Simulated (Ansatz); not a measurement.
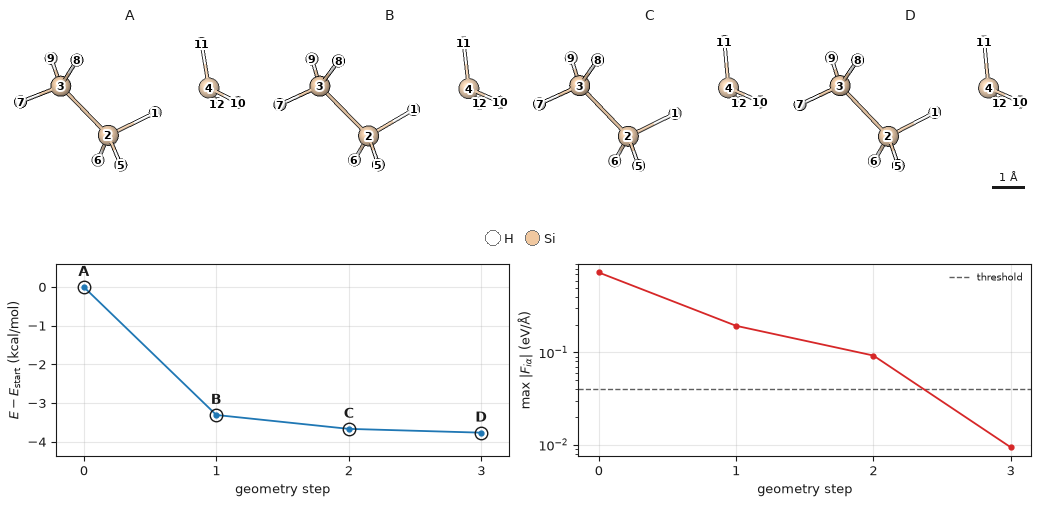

Frames of a constrained relaxation of Si3H9 (multiplicity 2), marked on the history of the run. The picture is a ball-and-stick view, seen at a tilt.

The reaction that was planned forms H1–Si4 and breaks H1–Si2 (atoms numbered from 1 in input order).

Method: UKS PBE0-D4/def2-SVP (Ansatz 0.2.0).

Input file:
```yaml
crystal:
  periodic: [false, false, false]
  atoms:
    - {symbol: H, position_ang: [-0.409000, 0.217200, -0.818400]}
    - {symbol: Si, position_ang: [0.838100, 0.988800, 0.109300]}
    - {symbol: Si, position_ang: [1.283800, -0.186400, 2.019800]}
    - {symbol: Si, position_ang: [-1.821900, -0.623100, -1.900900]}
    - {symbol: H, position_ang: [0.308900, 2.342000, 0.289700]}
    - {symbol: H, position_ang: [1.936200, 1.102400, -0.853000]}
    - {symbol: H, position_ang: [2.267400, 0.411300, 2.931500]}
    - {symbol: H, position_ang: [0.066100, -0.372500, 2.817800]}
    - {symbol: H, position_ang: [1.795400, -1.525600, 1.706000]}
    - {symbol: H, position_ang: [-2.922900, 0.323200, -1.880900]}
    - {symbol: H, position_ang: [-2.108300, -1.866600, -1.205900]}
    - {symbol: H, position_ang: [-1.233800, -0.810800, -3.215100]}
basis:
  gaussian: {orbitals: def2-SVP}
magnetization: {spin_polarized: true, initial_magnetization: 1}
hamiltonian: {xc: pbe0, dispersion: d4}
relax: {f_tol: 0.04, max_steps: 150, escape_saddle: false, constraints: [{distance: [0, 3]}, {distance: [0, 1]}]}
```

Run as
```bash
ansatz run in.yaml --threads 8 --pin off --events-out ev --progress --plain --max-ram 19148MiB
```

Q: What happens along the run?

A: The atom that moves furthest after the best rigid fit is H6 (0.12 Å). Largest moves by element: H 0.12 Å, Si 0.03 Å. Some distances before and after: Si2–Si3 2.287 → 2.339 Å, Si4–H10 1.452 → 1.494 Å, Si2–H5 1.464 → 1.497 Å, Si3–H7 1.468 → 1.496 Å. Bond angles that change, for instance: H1–Si2–H5 102.5° → 106.8°, Si3–Si2–H5 116.3° → 112.2°, H10–Si4–H11 113.7° → 110.6°. The energy falls by 3.76 kcal/mol in 3 geometry steps. The largest force component goes from 0.74 to 0.0094 eV/Å. From step 0 to 1: H atoms move most (0.12 Å), energy −3.31 kcal/mol. From step 1 to 2: H1 moves most (0.14 Å), energy −0.36 kcal/mol. From step 2 to 3: H1 moves most (0.04 Å), energy −0.10 kcal/mol.

```
step  E − E(0), kcal/mol  largest force component, eV/Å
   0                0.00                         0.7356
   1               -3.31                         0.1946
   2               -3.66                         0.0927
   3               -3.76                         0.0094
```
